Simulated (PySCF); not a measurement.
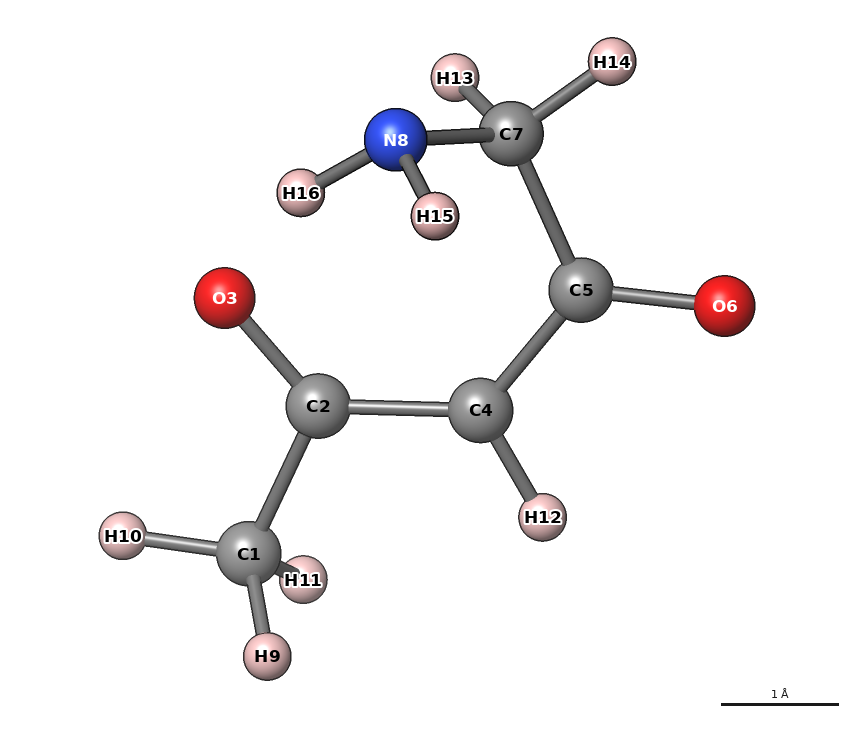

The species has charge −1 and is a spin singlet. The computed structure is the end point of a PBE0-D3(BJ)/def2-SVP optimisation. No frequency run is at hand to confirm it as a minimum.

Find the hydrogen bonds (donors O, N, F, S or Cl) and give their geometry.

```json
{"D–H···A": "N8–H16···O3", "D–H (Å)": "1.03", "H···A (Å)": "1.91", "angle (°)": "145", "kind": "intramolecular"}
```
